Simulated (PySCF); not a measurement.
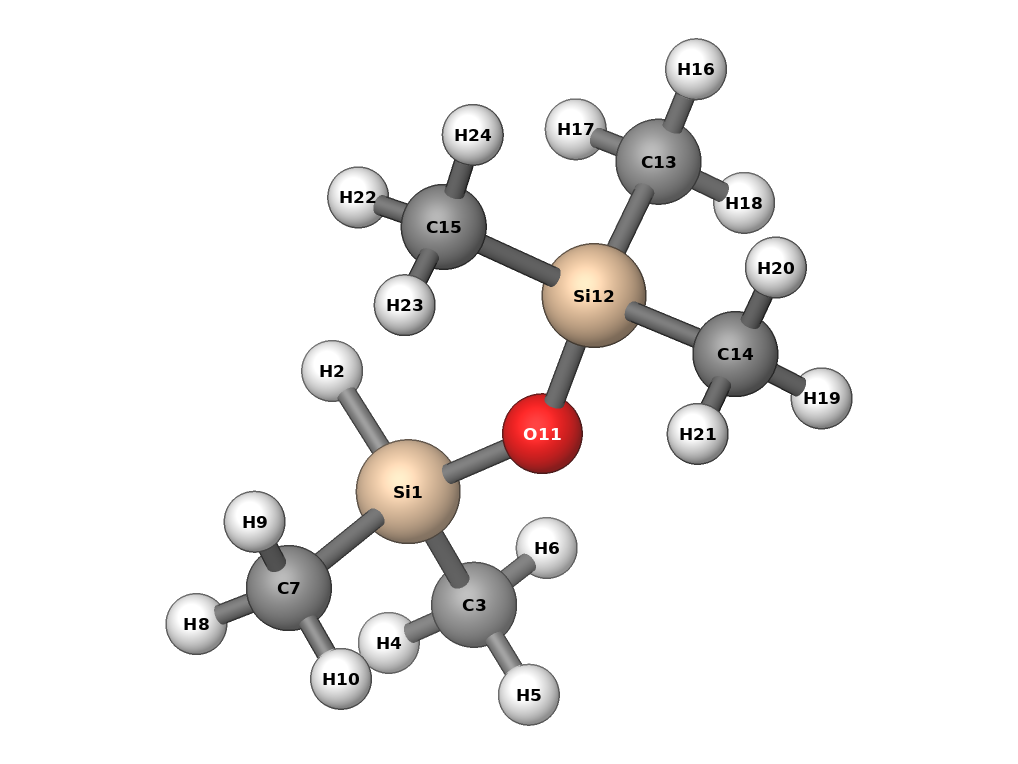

The geometry was computed by an optimisation with PBE0-D3(BJ)/def2-SVP. No frequency run is at hand to confirm it as a minimum. Properties computed with delta-SCF UKS SCAN, pcX-2 on the ionised atom (unc-x2c-TZVPall on a metal), pcseg-1 elsewhere, spin-free X2C (PySCF 2.14.0).

Give the core-electron binding energies (to vacuum; p and d levels without spin–orbit splitting) of Si1 1s, Si1 2p, C3 1s, O11 1s, Si12 1s, Si12 2p, C13 1s.

```
atom  level  binding energy (eV)
 Si1     1s               1846.5
 Si1     2p                106.8
  C3     1s                289.9
 O11     1s                536.9
Si12     1s               1846.3
Si12     2p                106.6
 C13     1s                289.8
```
